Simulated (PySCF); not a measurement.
```xyz
6

Pb    0.0000    0.0000   -0.0271
Cl    0.0000    0.0000    2.4411
Cl    2.4475    0.0000   -0.5792
Cl    0.0000    2.4475   -0.5792
Cl   -2.4475    0.0000   -0.5792
Cl    0.0000   -2.4475   -0.5792
```

Core potentials replace the inner electrons of Pb.

All numbers below come from PySCF 2.14.0, RKS PBE0, Pb def2-SVP with ECP60, Cl def2-SVP; non-relativistic Hamiltonian with scalar-relativistic core potentials where named; density fitting.

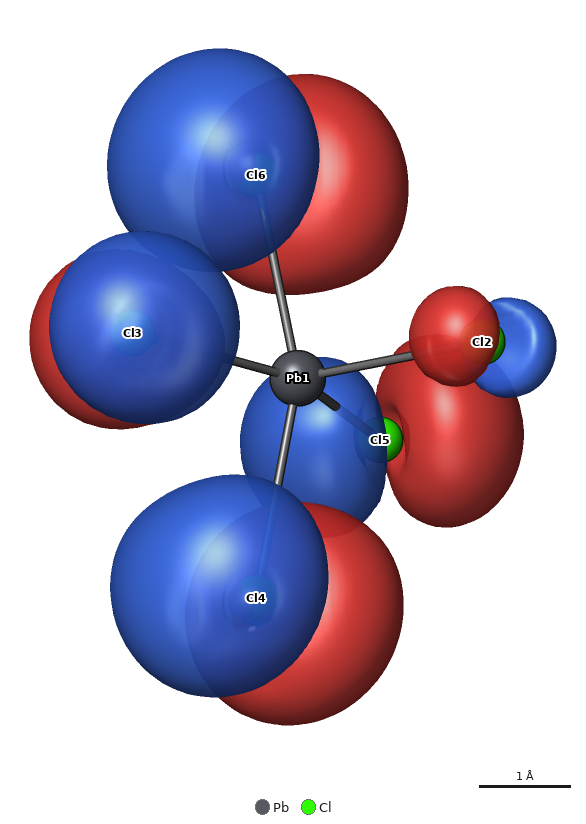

Cl5Pb (charge −1). The HOMO−1 at ±0.06 Å⁻³ᐟ² (blue and red are the two phases), seen at an oblique angle.

Describe this orbital and give its energy.

Answer. It lies mainly on Cl4 (about 35 %), Cl6 (about 35 %), Cl5 (about 15 %) and Cl3 (about 15 %); largely a combination of lone pairs on Cl4, Cl6, Cl5 and Cl3. It is one of a degenerate set, so its orientation is arbitrary. Its energy is −4.48 eV.
